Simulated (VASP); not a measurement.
Band structure of Sc (hcp). All values below come from optB86b-vdW, VASP's PBE PAW potentials (set 64) (plane waves; VASP).

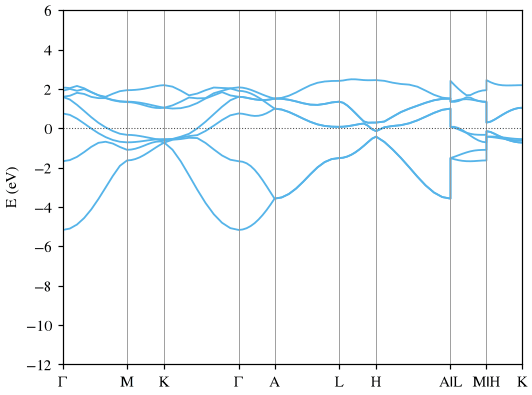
*Bands along high-symmetry lines, zero at the valence-band maximum or, without a gap, the Fermi level*

### Question
Read the plot: is there a gap, and where are the band edges?

### Answer
It has no gap at this level: it comes out as a metal or semimetal. (Edges off the drawn lines would not show.)

The compound is Sc in the hcp structure. It was relaxed first.
